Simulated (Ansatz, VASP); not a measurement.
# Cross-check of SiC (Moissanite) between VASP and Ansatz, part 2 of 3

Aim: how closely do two programs agree when they are given the same cell, functional and k mesh? The cell is taken from a series of VASP runs on this material, whose earlier steps may have relaxed, scaled or displaced it; both programs get it as it stands. Valence electrons are named where the data sets of a main pair hold unlike numbers.

VASP 6.6.1 and Ansatz 0.2.0.

So far: The structure; Ansatz: band structure, HSE06.

## 3. VASP: band structure, HSE06

Level of this step: HSE06; plane waves and PAW (Si, C) (VASP).

The same cell, functional, mesh and smearing now go to VASP, with its own data sets.

Lines of VASP's logs that name or quote its potential files are left out, and so is its time.

The run reads the wave functions of an earlier VASP run, which isn't shown here.

Contents of INCAR:

```
SYSTEM = SiC
PREC = Accurate
ENCUT = 460
EDIFF = 1E-06
NELM = 100
ISMEAR = 0
SIGMA = 0.03
LREAL = .FALSE.
ALGO = Normal
LHFCALC = .TRUE.
AEXX = 0.25
GGA = PE
HFSCREEN = 0.2
LASPH = .TRUE.
NBANDS = 14
PRECFOCK = Fast
LORBIT = 11
LWAVE = .FALSE.
LCHARG = .FALSE.
KPAR = 8
```

Contents of POSCAR:

```
SiC
1.0
    3.0760000000      0.0000000000      0.0000000000
   -1.5380000000      2.6638941420      0.0000000000
    0.0000000000      0.0000000000      5.0480000000
Si C
2 2
Direct
    0.6666666667      0.3333333333      0.5000000000
    0.3333333333      0.6666666667      0.0000000000
    0.6666666667      0.3333333333      0.8850000000
    0.3333333333      0.6666666667      0.3850000000
```

Contents of KPOINTS:

```
Automatic mesh
0
Gamma
5 5 3
0 0 0
```

Contents of KPOINTS_OPT:

```
Line mode
10
Line-mode
Reciprocal
  0.00000000   0.00000000   0.00000000 GAMMA
  0.50000000   0.00000000   0.00000000 M

  0.50000000   0.00000000   0.00000000 M
  0.33333333   0.33333333   0.00000000 K

  0.33333333   0.33333333   0.00000000 K
  0.00000000   0.00000000   0.00000000 GAMMA

  0.00000000   0.00000000   0.00000000 GAMMA
  0.00000000   0.00000000   0.50000000 A

  0.00000000   0.00000000   0.50000000 A
  0.50000000   0.00000000   0.50000000 L

  0.50000000   0.00000000   0.50000000 L
  0.33333333   0.33333333   0.50000000 H

  0.33333333   0.33333333   0.50000000 H
  0.00000000   0.00000000   0.50000000 A

  0.50000000   0.00000000   0.50000000 L
  0.50000000   0.00000000   0.00000000 M

  0.33333333   0.33333333   0.00000000 K
  0.33333333   0.33333333   0.50000000 H
```

Potentials, in the order of the species: Si and C (PBE family, release 64).

Run with:

```console
> mpirun -np 8 vasp_std
```

Numbers of over 12 decimals in the logs are rounded to 6 here.

Output:

```text
[banner, memory and clock lines left out]
running    8 mpi-ranks, on    1 nodes
 distrk:  each k-point on    1 cores,    8 groups
 distr:  one band on    1 cores,    1 groups

 POSCAR found type information on POSCAR SiC
 POSCAR found :  2 types and       4 ions
|                                                                             |
|           W    W    AA    RRRRR   N    N  II  N    N   GGGG   !!!           |
|           W    W   A  A   R    R  NN   N  II  NN   N  G    G  !!!           |
|           W    W  A    A  R    R  N N  N  II  N N  N  G       !!!           |
|           W WW W  AAAAAA  RRRRR   N  N N  II  N  N N  G  GGG   !            |
|           WW  WW  A    A  R   R   N   NN  II  N   NN  G    G                |
|           W    W  A    A  R    R  N    N  II  N    N   GGGG   !!!           |
|                                                                             |
|     For optimal performance we recommend to set                             |
|       NCORE = 2 up to number-of-cores-per-socket                            |
|     NCORE specifies how many cores store one orbital (NPAR=cpu/NCORE).      |
|     This setting can greatly improve the performance of VASP for DFT.       |
|     The default, NCORE=1 might be grossly inefficient on modern             |
|     multi-core architectures or massively parallel machines. Do your        |
|     Unfortunately you need to use the default for GW and RPA                |
|     calculations (for HF NCORE is supported but not extensively tested      |
|     yet).                                                                   |
|                                                                             |

 LDA part: xc-table for (Slater+PW92), standard interpolation
 found WAVECAR, reading the header
 POSCAR, INCAR and KPOINTS ok, starting setup
 FFT: planning ... GRIDC
 FFT: planning ... GRID_SOFT
 FFT: planning ... GRID
 reading WAVECAR
 the WAVECAR file was read successfully
 initial charge from wavefunction
 entering main loop
       N       E                     dE             d eps       ncg     rms          rms(c)
DAV:   1    -0.348449055670E+02   -0.34845E+02   -0.12670E+00   280   0.931E+00    0.486E+00
DAV:   2    -0.348517359292E+02   -0.68304E-02   -0.38800E-02   346   0.143E+00    0.360E+00
DAV:   3    -0.348481099497E+02    0.36260E-02   -0.25613E-03   334   0.327E-01    0.209E+00
DAV:   4    -0.348472298515E+02    0.88010E-03   -0.77464E-04   334   0.164E-01    0.118E+00
DAV:   5    -0.348469377169E+02    0.29213E-03   -0.93353E-05   358   0.663E-02    0.663E-01
DAV:   6    -0.348468322070E+02    0.10551E-03   -0.33125E-05   358   0.465E-02    0.373E-01
DAV:   7    -0.348467989576E+02    0.33249E-04   -0.12843E-05   358   0.297E-02    0.211E-01
DAV:   8    -0.348467883943E+02    0.10563E-04   -0.33854E-06   328   0.158E-02    0.120E-01
DAV:   9    -0.348467851834E+02    0.32109E-05   -0.10253E-06   170   0.881E-03    0.683E-02
DAV:  10    -0.348467843733E+02    0.81007E-06   -0.47466E-07   158   0.627E-03
   1 F= -.34846784E+02 E0= -.34846784E+02  d E =-.357952E-19
 Start KPOINTS_OPT (optional k-point list driver)
k-point batch [1-10\90]
       N       E                     dE             ncg
DAV:   1     0.903722414532E+03   -0.22544E+04      280
DAV:   2     0.294772076553E+03   -0.60895E+03      384
DAV:   3     0.229081812050E+03   -0.65690E+02      370
DAV:   4     0.228088298259E+03   -0.99351E+00      352
DAV:   5     0.228069972098E+03   -0.18326E-01      364
DAV:   6     0.228069660854E+03   -0.31124E-03      340
DAV:   7     0.228069652705E+03   -0.81491E-05      324
DAV:   8     0.228069652429E+03   -0.27672E-06      260
[...]
k-point batch [81-90\90]
       N       E                     dE             ncg
DAV:   1     0.628840824547E+03   -0.60037E+04      280
DAV:   2     0.101808711667E+03   -0.52703E+03      346
DAV:   3     0.662928961233E+02   -0.35516E+02      370
DAV:   4     0.657631899537E+02   -0.52971E+00      394
DAV:   5     0.657573519789E+02   -0.58380E-02      370
DAV:   6     0.657573024471E+02   -0.49532E-04      340
DAV:   7     0.657573018844E+02   -0.56268E-06      260
```

OUTCAR, selected parts (step 3):

```text
ion  position               nearest neighbor table
   1  0.667  0.333  0.500-   4 1.87   4 1.87   4 1.87   3 1.94   2 3.09   2 3.09   2 3.09   2 3.09
                             2 3.09   2 3.09
   2  0.333  0.667  0.000-   3 1.87   3 1.87   3 1.87   4 1.94   1 3.09   1 3.09   1 3.09   1 3.09
                             1 3.09   1 3.09
   3  0.667  0.333  0.885-   2 1.87   2 1.87   2 1.87   1 1.94
   4  0.333  0.667  0.385-   1 1.87   1 1.87   1 1.87   2 1.94

  LATTYP: Found a hexagonal cell.
 ALAT       =     3.0760000000
 C/A-ratio  =     1.6410923277

 Subroutine GETGRP returns: Found 12 space group operations
 (whereof  6 operations were pure point group operations)

The static configuration has the point symmetry C_3v.
 The point group associated with its full space group is C_6v.

 Found     10 irreducible k-points:

   k-points           NKPTS =     10   k-points in BZ     NKDIM =     75   number of bands    NBANDS=     14

   dimension x,y,z NGX =    24 NGY =   24 NGZ =   36
   dimension x,y,z NGXF=    48 NGYF=   48 NGZF=   72

   ENCUT  =  460.0 eV  33.81 Ry    5.81 a.u.   5.38  5.38  8.83*2*pi/ulx,y,z

   NELECT =      16.0000    total number of electrons

 k-points in reciprocal lattice and weights: Automatic mesh
   0.00000000  0.00000000  0.00000000       0.013
   0.20000000 -0.00000000  0.00000000       0.080
   0.40000000 -0.00000000  0.00000000       0.080
   0.20000000  0.20000000  0.00000000       0.080
   0.40000000  0.20000000  0.00000000       0.080
   0.00000000  0.00000000  0.33333333       0.027
   0.20000000 -0.00000000  0.33333333       0.160
   0.40000000 -0.00000000  0.33333333       0.160
   0.20000000  0.20000000  0.33333333       0.160
   0.40000000  0.20000000  0.33333333       0.160

  exchange ACFDT corr.  =         0.00000000  see jH, gK, PRB 81, 115126

 average (electrostatic) potential at core
       1 -76.7073       2 -76.7073       3 -40.8882       4 -40.8882

 E-fermi :   8.0198

 k-point     1 :       0.0000    0.0000    0.0000
  band No.  band energies     occupation
    ...
      4       6.0913      2.00000
      5       6.0913      2.00000
      6       7.5147      2.00000
      7       7.5148      2.00000
      8       7.8389      2.00000
      9      13.6262      0.00000
     10      15.1195      0.00000
     11      15.5527      0.00000
     12      15.5527      0.00000
     13      16.7036      0.00000
    ...

 k-point     2 :       0.2000   -0.0000    0.0000
  band No.  band energies     occupation
    ...
      4       3.0465      2.00000
      5       5.1251      2.00000
      6       5.2161      2.00000
      7       7.0460      2.00000
      8       7.2363      2.00000
      9      13.2958      0.00000
     10      15.4569      0.00000
     11      15.9620      0.00000
     12      16.7005      0.00000
     13      16.7491      0.00000
    ...

 k-point     3 :       0.4000   -0.0000    0.0000
  band No.  band energies     occupation
    ...
      4       1.1826      2.00000
      5       1.6393      2.00000
      6       4.0640      2.00000
      7       5.1069      2.00000
      8       6.2901      2.00000
      9      11.6194      0.00000
     10      13.3027      0.00000
     11      15.9502      0.00000
     12      16.4080      0.00000
     13      18.0785      0.00000
    ...

  energy-cutoff  :      460.00
  volume of cell :       41.36
      direct lattice vectors                 reciprocal lattice vectors
     3.076000000  0.000000000  0.000000000     0.325097529  0.187695146  0.000000000
    -1.538000000  2.663894142  0.000000000     0.000000000  0.375390292  0.000000000
     0.000000000  0.000000000  5.048000000     0.000000000  0.000000000  0.198098257

 POSITION                                       TOTAL-FORCE (eV/Angst)
 -----------------------------------------------------------------------------------
      1.53800      0.88796      2.52400         0.000000     -0.000000      0.760563
     -0.00000      1.77593      0.00000        -0.000000      0.000000      0.760563
      1.53800      0.88796      4.46748        -0.000000      0.000000     -0.760563
     -0.00000      1.77593      1.94348         0.000000     -0.000000     -0.760563
 -----------------------------------------------------------------------------------
    total drift:                                0.000000      0.000000      0.001622

  FREE ENERGIE OF THE ION-ELECTRON SYSTEM (eV)
  ---------------------------------------------------
  free  energy   TOTEN  =       -34.8467843733 eV

  energy  without entropy=      -34.8467843733  energy(sigma->0) =      -34.84678437

 total charge
# of ion       s       p       d       tot
------------------------------------------
    1        0.717   0.982   0.000   1.699
    2        0.717   0.982   0.000   1.699
    3        0.840   1.718   0.000   2.558
    4        0.840   1.718   0.000   2.558
--------------------------------------------------
tot          3.114   5.400   0.000   8.514

[... 3 further parts left out ...]
```

The PAW data sets were made with PBE, which is usual practice but a small mismatch for other functionals.

## 4. Comparison

Known differences besides the potentials themselves: exact exchange at q = 0 is treated differently, which shows on coarse meshes; VASP keeps PBE cores, Ansatz makes them for the functional; the cutoff is 420 eV in Ansatz and 460 eV in VASP; VASP takes a coarser grid for exact exchange (PRECFOCK = Fast). Total energies have different zeros and are not compared.

Compared:

```csv
quantity,Ansatz,VASP,difference
gap over the path points (eV),3.198,3.202,-0.004
```

Forces (eV/Å; atoms numbered as in POSCAR):

```csv
atom,"Ansatz x, y, z","VASP x, y, z"
Si1,"0.000, 0.000, 0.761","0.000, 0.000, 0.761"
Si2,"0.000, 0.000, 0.761","0.000, 0.000, 0.761"
C3,"0.000, 0.000, -0.761","0.000, 0.000, -0.761"
C4,"0.000, 0.000, -0.761","0.000, 0.000, -0.761"
```

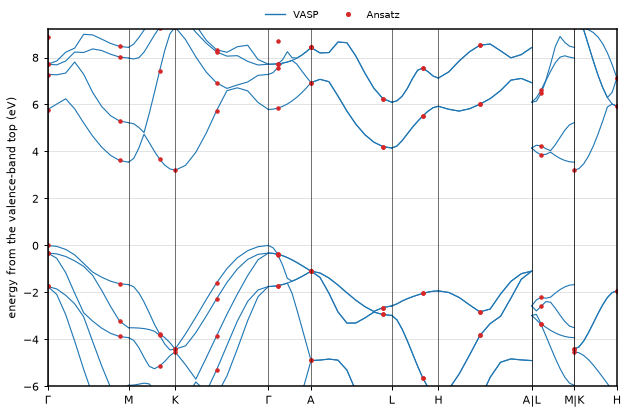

Bands from VASP (lines) and levels from Ansatz (dots). Dots without a line are higher empty bands that the VASP plot leaves out.

Levels at points of the path, from each program's valence-band top (eV; 4 filled, then empty):

```csv
k (reciprocal lattice),Ansatz,VASP
0.000 0.000 0.000,-1.74 -0.33 -0.33 0.00 5.78 7.27 7.72,-1.75 -0.32 -0.32 0.00 5.79 7.28 7.71
0.444 0.000 0.000,-6.17 -3.87 -3.21 -1.63 3.62 5.29 8.01,-6.18 -3.88 -3.22 -1.63 3.62 5.30 8.02
0.389 0.222 0.000,-6.58 -5.13 -3.82 -3.75 3.67 7.42 9.27,-6.59 -5.13 -3.82 -3.76 3.67 7.42 9.28
0.333 0.333 0.000,-7.15 -4.52 -4.41 -4.41 3.20 9.28 10.03,-7.16 -4.53 -4.41 -4.41 3.20 9.29 10.05
0.185 0.185 0.000,-5.29 -3.84 -2.27 -1.59 5.73 6.91 8.23,-5.30 -3.85 -2.27 -1.59 5.74 6.92 8.24
0.000 0.000 0.111,-1.71 -0.39 -0.38 -0.38 5.84 7.57 7.74,-1.71 -0.39 -0.37 -0.37 5.85 7.58 7.73
0.000 0.000 0.500,-1.09 -1.09 -1.09 -1.09 6.93 6.93 8.43,-1.09 -1.09 -1.09 -1.09 6.93 6.93 8.42
0.444 0.000 0.500,-2.93 -2.93 -2.64 -2.64 4.21 4.21 6.25,-2.94 -2.94 -2.65 -2.65 4.21 4.21 6.25
0.389 0.222 0.500,-5.64 -5.64 -2.04 -2.04 5.51 5.51 7.54,-5.64 -5.64 -2.04 -2.04 5.51 5.51 7.55
0.185 0.185 0.500,-3.83 -3.83 -2.83 -2.83 6.01 6.01 8.52,-3.84 -3.84 -2.83 -2.83 6.01 6.01 8.52
```

The forces differ by 0.1 meV/Å r.m.s., which is 0.0 % of the r.m.s. force of 0.439 eV/Å (both taken over all components). Among the levels compared at these points, filled levels agree within 9 meV and empty ones within 15 meV.

## 5. Ansatz: band structure, PBE0

Levels along a path test the potential and the projectors away from the mesh points.

The cell is taken from a series of VASP runs on this material, whose earlier steps may have relaxed, scaled or displaced it; both programs get it as it stands.

Contents of input.yaml:

```yaml
crystal:
  lattice:
    - [3.076, 0.0, 0.0]
    - [-1.538, 2.663894142, 0.0]
    - [0.0, 0.0, 5.048]
  atoms:
    - { symbol: Si, position: [0.6666666667, 0.3333333333, 0.5] }
    - { symbol: Si, position: [0.3333333333, 0.6666666667, 0.0] }
    - { symbol: C, position: [0.6666666667, 0.3333333333, 0.885] }
    - { symbol: C, position: [0.3333333333, 0.6666666667, 0.385] }
hamiltonian:
  xc: pbe0
  pseudopotentials: { kind: paw }
kpoints:
  mp_grid: { grid: [5, 5, 3] }
  band_path:
    path:
      - [0.0, 0.0, 0.0]
      - [0.44444, 0.0, 0.0]
      - [0.38889, 0.22222, 0.0]
      - [0.33333, 0.33333, 0.0]
      - [0.18519, 0.18519, 0.0]
      - [0.0, 0.0, 0.11111]
      - [0.0, 0.0, 0.5]
      - [0.44444, 0.0, 0.5]
      - [0.38889, 0.22222, 0.5]
      - [0.18519, 0.18519, 0.5]
      - [0.5, 0.0, 0.38889]
      - [0.33333, 0.33333, 0.0]
      - [0.33333, 0.33333, 0.5]
    npoints: 1
scf:
  occupations: { method: gaussian, width: 0.03 }
  n_extra_bands: 8
output:
  forces: true
  stress: true
  eigenvalues: true
  write_density: true
  write_potential: true
  elf: true
  volumetric_format: npy
```

Run with:

```console
> ansatz run input.yaml --threads 4 --pin off --max-ram 9216MiB --backend cpu --events-out ev --progress --plain --runs-dir out
```

Output:

```text
[...]
Crystal: 4 atoms, lattice volume = 41.364 Å³
Basis set: ecut = 420 eV, 785 PW (Γ), exchange–correlation on 48×48×72 points (8 copies of the dense FFT grid, shifted against one another)
Bands: 16, of which v1, the nominal top of the filled ones, is band 8 counted from 1 (7 counted from 0)
Symmetry: 12 space group operations
[...]
k-points: 10 of 75 (time reversal used)
[...]
--- Band table (eV; the first three rows and the last of 10) ---
  k-point 0: bands = [... 4 lower, 7.1054, 8.5275, 8.5275, 8.8596, 15.3601, 16.8508, 17.3080, 17.3080, ... 4 higher]
  k-point 1: bands = [... 4 lower, 7.4194, 7.4194, 8.1256, 8.1256, 15.8842, 17.3028, 17.5629, 17.5629, ... 4 higher]
  k-point 2: bands = [... 4 lower, 6.1347, 6.2174, 8.0603, 8.2571, 15.0342, 17.1999, 17.7016, 18.4499, ... 4 higher]
  k-point 9: bands = [... 4 lower, 2.8793, 4.2256, 5.7190, 6.7251, 14.4651, 16.2607, 16.7691, 17.1558, ... 4 higher]
[key lines of the parts left out:]
Free energy (F): -1775.965885 eV
Fermi energy:    11.105192 eV
P = ⅓ Tr σ = -1.1387 GPa (-11.387 kbar)
```

Elapsed: 19 s, on 4 threads of Arm Neoverse V1, shared host; peak memory 0.6 GiB.

(Continued in part 3 of 3.)

[Lines on the potential files, build, host, timing and source positions are cut from VASP's logs without a mark.]

[Logs are printed without paths, hosts, clocks, repeated set-up lines and the standing remarks that a program may print on its own settings, such as how far it seeks lower states.]

[Hosts, paths, dates, database ids (printed as entryN), source tags and the programs' standing remarks are cut or masked in the printed files.]
